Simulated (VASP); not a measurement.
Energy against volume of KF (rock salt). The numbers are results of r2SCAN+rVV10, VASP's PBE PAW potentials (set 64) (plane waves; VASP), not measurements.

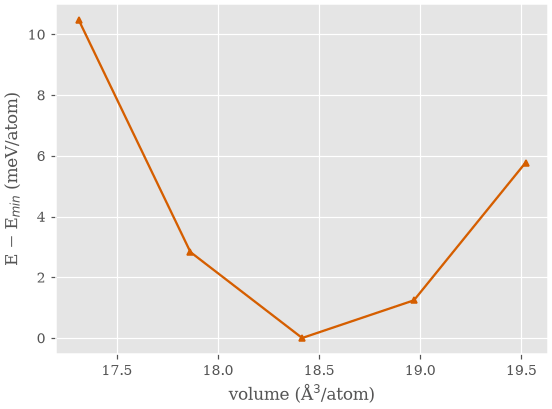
*Energy against volume*

Problem. Estimate the equilibrium volume and the bulk modulus.

Solution. The minimum lies near 18.5 Å³/atom, and the curvature gives B0 of about 38 GPa.

The compound is KF in the rock salt structure. It was relaxed first.
